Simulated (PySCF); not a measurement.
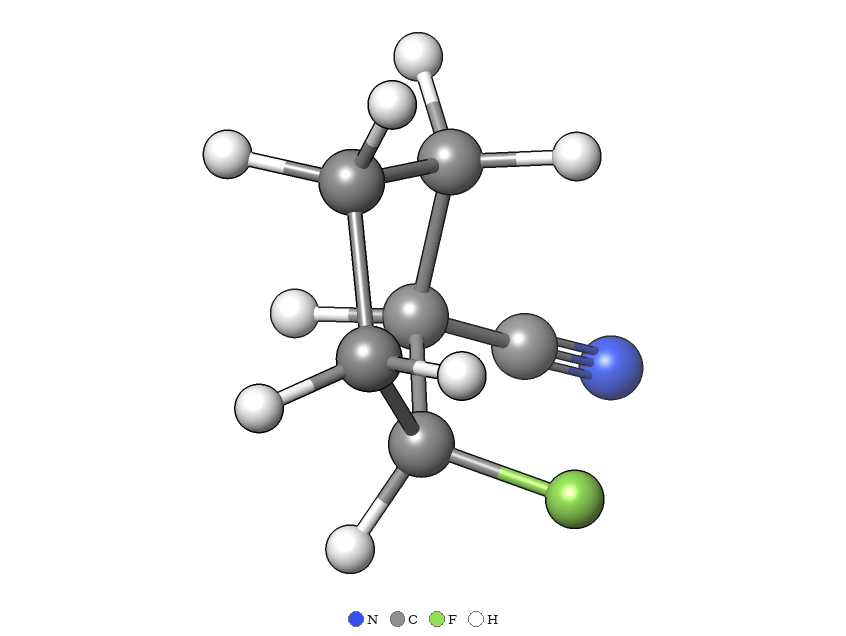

Double and triple bonds are drawn as two and three sticks.

Computed geometry: GFN2-xTB optimisation. No frequency run is at hand to confirm it as a minimum.

**Give the formula.**

C6H8FN, 16 atoms: 6 carbon, 8 hydrogen, 1 fluorine and 1 nitrogen.

**What is its SMILES?**

N#C[C@@H]1CCC[C@@H]1F

**Does it have rings?**

Independent rings (smallest set): 1 of 5 members.

**Name some functional groups or characteristic bonds that it holds.**

Among them: nitrile, C–F bond.

The parts below concern this one geometry. Atoms keep their numbers from picture to picture.

## Geometry

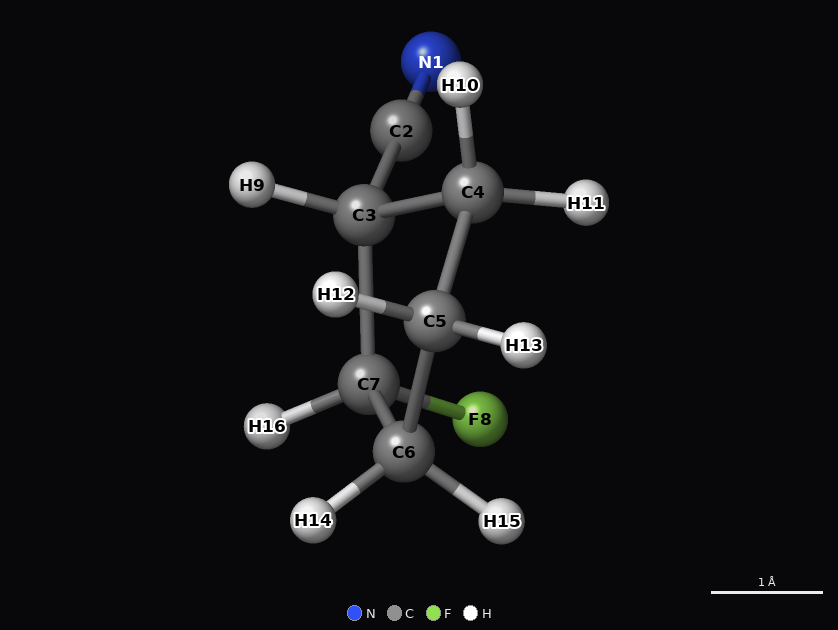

Numbered structure. No frequency run is at hand to confirm it as a minimum.

Give the bond lengths.

| bond | length (Å) | order |
| --- | --- | --- |
| N1–C2 | 1.142 | triple |
| C2–C3 | 1.441 | single |
| C3–C4 | 1.535 | single |
| C3–C7 | 1.542 | single |
| C3–H9 | 1.096 | single |
| C4–C5 | 1.527 | single |
| C4–H10 | 1.089 | single |
| C4–H11 | 1.091 | single |
| C5–C6 | 1.536 | single |
| C5–H12 | 1.091 | single |
| C5–H13 | 1.088 | single |
| C6–C7 | 1.536 | single |
| C6–H14 | 1.088 | single |
| C6–H15 | 1.090 | single |
| C7–F8 | 1.379 | single |
| C7–H16 | 1.095 | single |

## Electronic properties

No frequency run is at hand to confirm it as a minimum. Method: PBE0/def2-SVPD, gas phase (PySCF 2.14.0). Excitations: vertical, linear response.

Computed properties:

- dipole moment: 5.46 D
- HOMO energy (Kohn–Sham orbital): −9.17 eV
- LUMO energy (Kohn–Sham orbital): 0.20 eV
- HOMO–LUMO gap: 9.37 eV
- mean static polarisability: 70.9 bohr³
- lowest vertical singlet excitation: 7.79 eV
- its oscillator strength: 0.000

## NMR shielding

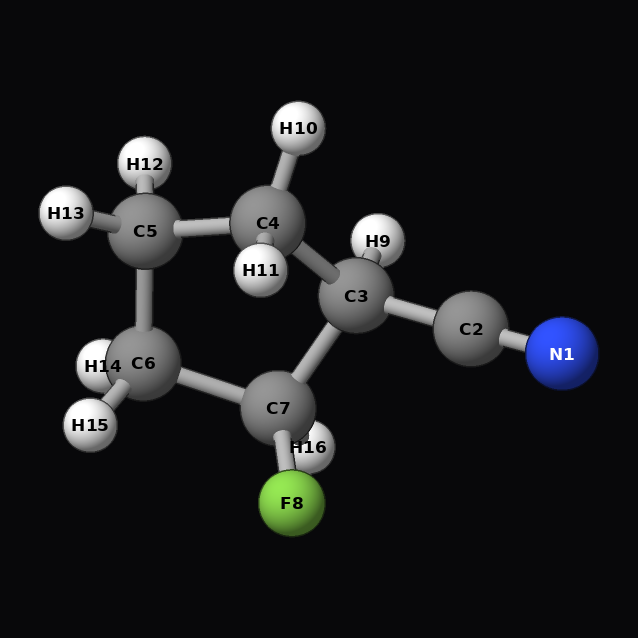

No frequency run is at hand to confirm it as a minimum. Properties computed with GIAO PBE0/pcSseg-1 NMR shielding, non-relativistic, gas phase (PySCF 2.14.0). Principal shieldings σ11 ≤ σ22 ≤ σ33, span Ω = σ33 − σ11, skew κ = 3(σiso − σ22)/Ω.

Give the shielding tensors of the F atoms.

```csv
atom,σ11,σ22,σ33,σiso,Ω,κ
F8,306.6,366.2,429.4,367.4,122.8,0.03
```

Shieldings and span in ppm.

## Ring current

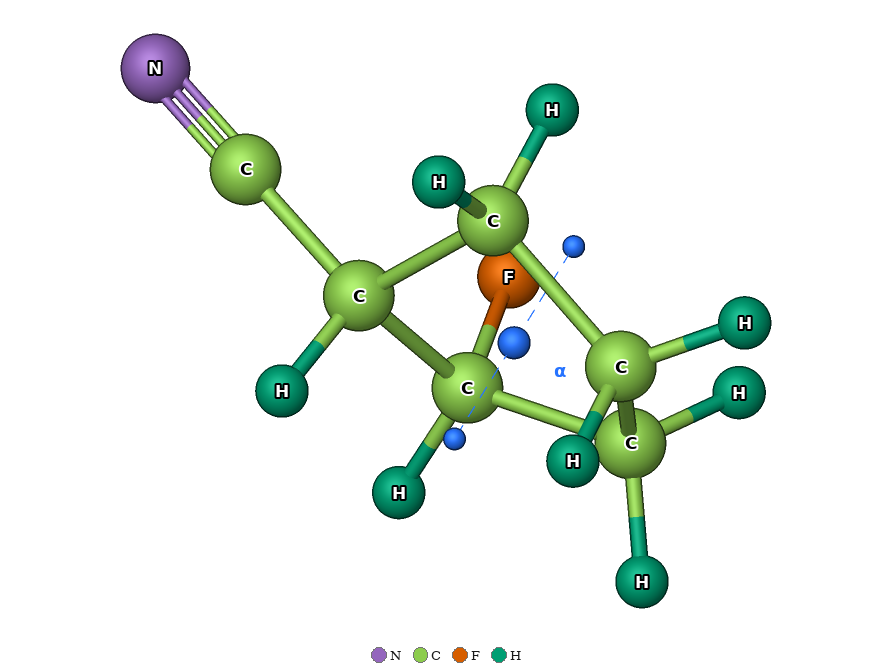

The small points mark where nucleus-independent chemical shifts (NICS) were computed: at the centre of each lettered ring and 1 Å above and below it. No frequency run is at hand to confirm it as a minimum. Properties computed with GIAO PBE0/pcSseg-1 NMR shielding, non-relativistic, gas phase (PySCF 2.14.0).

Give NICS(0), NICS(1) and the out-of-plane component NICS(1)zz for each ring (means of the two sides).

```tsv
ring	members	NICS(0)	NICS(1)	NICS(1)zz
α	C5	−5.4	−4.2	−3.6
```

Values in ppm.

**What do the values say about the ring currents?**

Ring α: weak, as in a non-aromatic ring. NICS is one index among several.
